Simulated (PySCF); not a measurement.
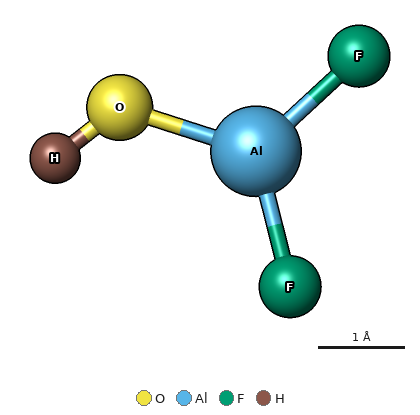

**Figure 1.** The structure (ball-and-stick view, seen on its broad side). Sticks mark near contacts. Bond lengths as drawn: Al–F 1.63 to 1.64 Å, Al–O 1.67 Å and H–O 0.96 Å.

Run report: AlHOF2, property calculation

The run: property calculation of AlHOF2, SMILES [OH][Al]([F])[F]. Method and program: HF/3-21G, RHF (PySCF 2.14.0).

The geometry comes from this level: PBE0-D4/def2-TZVP.

## The program's output
```
converged SCF energy = -513.633491121566
Final energy -513.6334911215663
**** MO energy ****
MO #1   energy= -58.1263680778232  occ= 2
MO #2   energy= -26.1138579498234  occ= 2
MO #3   energy= -26.1063165984126  occ= 2
MO #4   energy= -20.4426911494369  occ= 2
MO #5   energy= -4.93296031915529  occ= 2
MO #6   energy= -3.23961031122189  occ= 2
MO #7   energy= -3.23883093457758  occ= 2
MO #8   energy= -3.23800904857929  occ= 2
MO #9   energy= -1.53259140223908  occ= 2
MO #10  energy= -1.51979365354094  occ= 2
MO #11  energy= -1.31866933072593  occ= 2
MO #12  energy= -0.701795970940411 occ= 2
MO #13  energy= -0.654473125097719 occ= 2
MO #14  energy= -0.625694265655457 occ= 2
MO #15  energy= -0.61868844687493  occ= 2
MO #16  energy= -0.607069033554336 occ= 2
MO #17  energy= -0.592294477789822 occ= 2
MO #18  energy= -0.588035372527093 occ= 2
MO #19  energy= -0.516386054012622 occ= 2
MO #20  energy= -0.503734203372312 occ= 2
MO #21  energy= 0.0945509096614972 occ= 0
MO #22  energy= 0.10995809778705   occ= 0
MO #23  energy= 0.199336650491931  occ= 0
MO #24  energy= 0.221647659209469  occ= 0
MO #25  energy= 0.334691721136713  occ= 0
MO #26  energy= 0.348017260204415  occ= 0
MO #27  energy= 0.435254470325501  occ= 0
MO #28  energy= 0.552887447561448  occ= 0
MO #29  energy= 0.575379513921161  occ= 0
MO #30  energy= 1.29832568242653   occ= 0
MO #31  energy= 1.79706720163005   occ= 0
MO #32  energy= 1.8872472304472    occ= 0
MO #33  energy= 2.05076537574841   occ= 0
MO #34  energy= 2.22323937862962   occ= 0
MO #35  energy= 2.26710639398393   occ= 0
MO #36  energy= 2.33667709728669   occ= 0
MO #37  energy= 2.34853301864035   occ= 0
MO #38  energy= 2.49875408613338   occ= 0
MO #39  energy= 2.50316238394462   occ= 0
MO #40  energy= 3.12286331252164   occ= 0
MO #41  energy= 3.73388561647033   occ= 0
MO #42  energy= 3.76036416479275   occ= 0
 ** Mulliken atomic charges  **
charge of    0O =     -0.72143
charge of    1Al =      1.42973
charge of    2F =     -0.50575
charge of    3F =     -0.51246
charge of    4H =      0.30990
Dipole moment(X, Y, Z, Debye): -1.78002,  1.33721, -1.04855
Traceless quadrupole moment (Debye*A):

IAO charges [-0.8327  1.6797 -0.5959 -0.6007  0.3496]
```

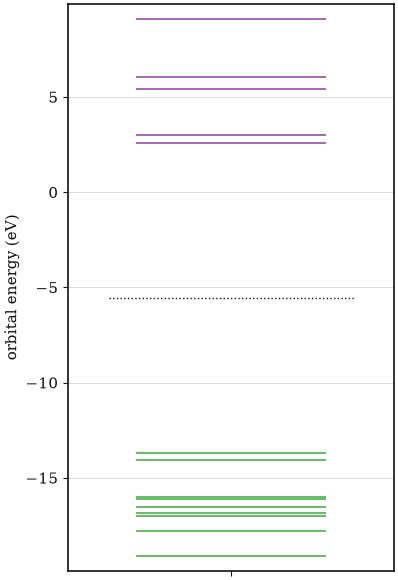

**Figure 2.** Orbital energies near the frontier; the dotted line parts filled from empty levels, and levels within 0.02 eV of each other stand side by side. Highest filled −13.71 eV, lowest empty 2.57 eV, 16.28 eV apart.

This output came from the following input.

## Input (input.py)
```python
import numpy
from pyscf import gto, scf, lo

mol = gto.M(
    atom='''
O      0.004500     1.227000     0.002400
Al     0.185700    -0.435200     0.092100
F      1.487400    -1.050600     0.862600
F     -0.897900    -1.471800    -0.566700
H     -0.729900     1.657100    -0.431800
''',
    max_memory=1860,
    basis='3-21g',
    verbose=3,
    charge=0,
)

myscf = scf.RHF(mol)
myscf.conv_tol = 1e-10
myscf.kernel()
if not myscf.converged:
    myscf = myscf.newton().run(myscf.mo_coeff, myscf.mo_occ)

energy = myscf.e_tot
print('Final energy', energy)
myscf.analyze()
quad = myscf.quad_moment()
occ = myscf.mo_coeff[:, myscf.mo_occ > 0]
iaos = lo.vec_lowdin(lo.iao.iao(mol, occ), myscf.get_ovlp())
c = iaos.T @ myscf.get_ovlp() @ occ
pop_iao, q_iao = scf.hf.mulliken_pop(lo.iao.reference_mol(mol), (c * myscf.mo_occ[myscf.mo_occ > 0]) @ c.T, numpy.eye(c.shape[0]), verbose=0)
print('IAO charges', numpy.round(q_iao, 4))
```

Launched with:
```bash
OMP_NUM_THREADS=1 python input.py
```

## Results in brief

| quantity | value |
| --- | --- |
| outcome | converged |
| total energy | −513.633491 hartree |
| basis functions | 42 |
| HOMO | −13.71 eV |
| LUMO | 2.57 eV |
| dipole moment | 2.46 D |
| hardware | 1 thread of Arm Neoverse V1, 24 GiB of memory available, shared host |
| wall time | 0.91 s |
| peak memory | 0.12 GiB |
